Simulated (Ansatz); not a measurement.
**Si₂H₄F radical (SMILES F[SiH][SiH3]): a rigid scan of the bond length Si3–H7**

How does the energy rise as the bond length Si3–H7 leaves its equilibrium value, and do density functionals follow CCSD(T)? No other atom is relaxed.

The runs use Ansatz 0.2.0, Gaussian basis; single points in def2-TZVPP.

Levels: PBE-D4, r2SCAN-D4, PBE0-D4, B3LYP-D4, wB97M-V, Hartree-Fock, MP2, CCSD, CCSD(T). The scan takes 1.307, 1.359, 1.434, 1.523, 1.621, 1.726, 1.838, 1.956, 2.079 Å.

Cores are frozen in the correlated methods. Orbitals are unrestricted. B3LYP uses VWN-RPA correlation.

28 further runs of the same task are left out: 28 set aside as unsound or not needed.

### 1 Starting geometry

The minimum, relaxed at PBE0-D4: 7 atoms, charge 0, spin multiplicity 2.

Atoms are counted from 1 here; the program's logs count them from 0.

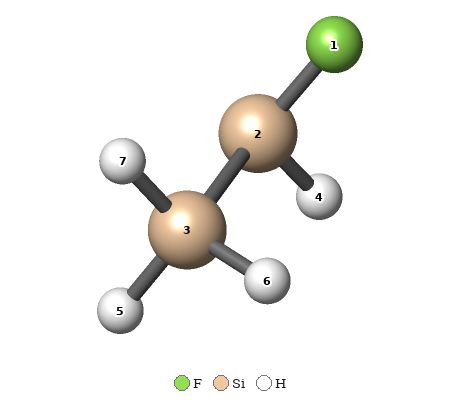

Start geometry, drawn with fluorine green, silicon light orange, hydrogen white; atoms are numbered from 1 in the order of the file.

Coordinates:

```xyz
7

F    -0.4360   -2.0045    1.2769
Si   -0.2845   -1.3616   -0.1917
Si    0.4657    0.8520   -0.0650
H    -1.6061   -1.5164   -0.8690
H     0.5413    1.3524   -1.4637
H    -0.4401    1.7308    0.7250
H     1.8211    0.8792    0.5419
```

Energies of the minimum (eV), from earlier single points: PBE-D4 -18528.21691, r2SCAN-D4 -18536.48602, PBE0-D4 -18529.80661, B3LYP-D4 -18540.52573, wB97M-V -18536.76286, CCSD(T) -18510.48321.

At the minimum the bond length Si3–H7 is 1.485 Å.

### 2 Si3–H7 = 1.307 Å

Contents of ccsdt-tzvpp/in.yaml:

```yaml
crystal:
  periodic: [false, false, false]
  atoms:
    - {symbol: F, position_ang: [-0.435991, -2.004466, 1.276922]}
    - {symbol: Si, position_ang: [-0.284485, -1.361622, -0.191744]}
    - {symbol: Si, position_ang: [0.465682, 0.851964, -0.065023]}
    - {symbol: H, position_ang: [-1.606106, -1.516438, -0.869047]}
    - {symbol: H, position_ang: [0.541260, 1.352417, -1.463707]}
    - {symbol: H, position_ang: [-0.440119, 1.730828, 0.725008]}
    - {symbol: H, position_ang: [1.658350, 0.875946, 0.469034]}
basis:
  gaussian: {orbitals: def2-TZVPP}
magnetization: {spin_polarized: true, initial_magnetization: 1}
correlation: {method: ccsd_t}
scf: {omitted_lower_state_checks: [cluster_reference]}
```

No record of the launch command was kept for these runs.

After this run come: Si3–H7 = 1.359 Å; Si3–H7 = 1.434 Å; Si3–H7 = 1.523 Å; Si3–H7 = 1.621 Å; Si3–H7 = 1.726 Å; Si3–H7 = 1.838 Å; Si3–H7 = 1.956 Å; Si3–H7 = 2.079 Å.

What does the calculation give? Wanted: highest point, CCSD(T); lowest point, CCSD(T); minimum along the scan, CCSD(T); RMS deviation from CCSD(T); largest T1 diagnostic.

**Answer**, as computed:

```
                       quantity                                                                                                                      value
         highest point, CCSD(T)                                                                                                        1.487 eV at 2.079 Å
          lowest point, CCSD(T)                                                                                                        0.000 eV at 1.485 Å
minimum along the scan, CCSD(T)                                                                                                                    1.480 Å
                curvature there                                                                                                                 18.3 eV/Å²
     RMS deviation from CCSD(T)  PBE-D4 0.084, r2SCAN-D4 0.019, PBE0-D4 0.020, B3LYP-D4 0.027, wB97M-V 0.032, Hartree-Fock 0.080, MP2 0.058, CCSD 0.013 eV
          largest T1 diagnostic                                                                                                                      0.019
```

A polynomial through the near points puts the CCSD(T) minimum 0.005 Å below the PBE0-D4 value. It is steeper on the short side than on the long one. Curvature against CCSD(T): PBE-D4 -7 %, Hartree-Fock +6 %. Best along the scan: CCSD. Worst: PBE-D4.
